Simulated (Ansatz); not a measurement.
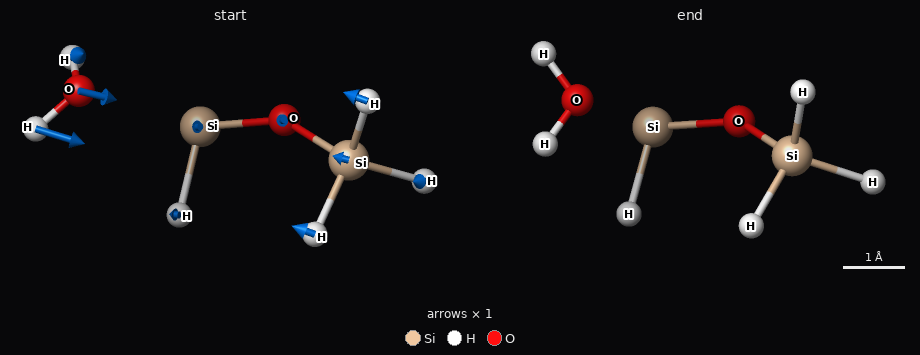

The structure of Si2H6O2 before (left) and after (right) a relaxation, at one scale. The blue arrows give the displacements, at their true length.

A ball-and-stick model, seen from a free direction.

The run prepares an end point of a later path (reaction) calculation, from a guessed geometry.

Computed with RHF/6-31G* (Ansatz 0.2.0). Set-up: no spin polarisation; force threshold 0.03 eV/Å; at most 50 steps.

What changed between the two?

The largest move after the best rigid fit is that of an H atom, 0.86 Å. Largest moves by element: H 0.86 Å, O 0.71 Å, Si 0.29 Å. Some distances before and after: O–Si 2.870 → 2.289 Å, H–O 0.971 → 0.950 Å, O–Si 1.641 → 1.660 Å, O–Si 1.642 → 1.631 Å. Bond angles that change, for instance: Si–O–Si 149.6° → 146.3°, H–O–H 105.7° → 107.9°. Over 15 accepted moves (16 points after the start) the energy falls by 5.73 kcal/mol. Largest force component: 1.2 eV/Å at the start, 0.018 eV/Å at the end. The line search rejected the trial step at point 1 of the run. The run took 33 s on 1 thread of Arm Neoverse V1 (shared host), peak memory 0.14 GiB.

Limits of the set-up: the start holds two separate molecules, 2.7 Å apart at their closest, whose relative position is a soft coordinate and is computed without a dispersion correction; Hartree-Fock leaves out electron correlation.
